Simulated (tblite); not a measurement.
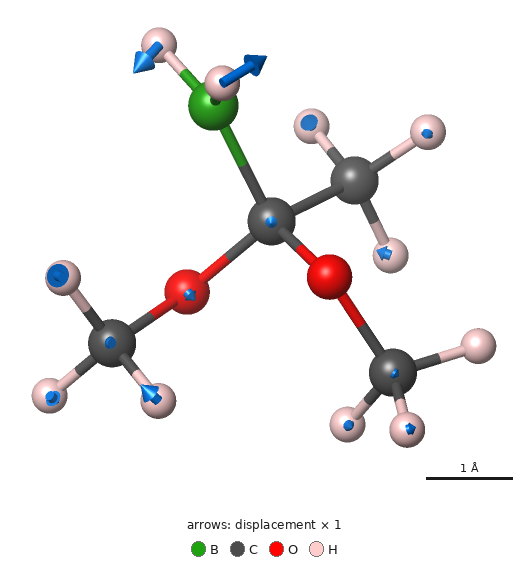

A relaxation of C4H11BO2. The starting structure is drawn; blue arrows show the displacements, at their true length. The two geometries are superimposed by the best rigid fit.

A ball-and-stick model, seen at a tilt.

These are results of tblite 0.8.0, GFN2-xTB geometry optimisation, gas phase, not measurements. 

Q: Describe the change and its energy.

A: An H atom moves most after the best rigid fit: 0.70 Å. By element the largest moves are H 0.70 Å, O 0.14 Å, C 0.11 Å, B 0.07 Å. Some distances before and after: B–C 1.629 → 1.589 Å, C–H 1.119 → 1.086 Å, B–H 1.187 → 1.163 Å, C–C 1.537 → 1.552 Å. Among the angles between lasting bonds that change: B–C–O 110.3° → 116.7°, B–C–C 105.4° → 101.5°, B–C–O 107.6° → 111.5°. Groups turn about B–C by about 35°. The energy falls by 24.1 kJ/mol in 99 geometry steps.
